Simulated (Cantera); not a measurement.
Charge: 1 mol Si3N4, 2.9 mol H2O, a varied amount of N2, equilibrated at 2100 K and 37.0 Pa.

These are equilibrium values from Cantera (NASA tables, ideal gas, pure condensed phases), not measurements of a reactor. Candidate condensed phases: H2O, Si, SiO2, Si2N2O, Si3N4; 35 gas species. The tables' values for SiN are old estimates; treat these amounts as uncertain. Equilibrium is a limit: real reactors are often held back by kinetics, nucleation or transport.

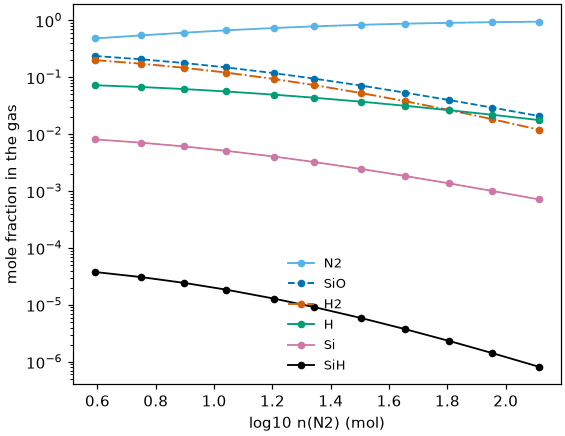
Figure. Equilibrium gas composition (values under 1e-9 drawn at 1e-9)

From 3.9 mol N2 to 130 mol N2 nothing is condensed. The main Si-bearing gas is SiO throughout.
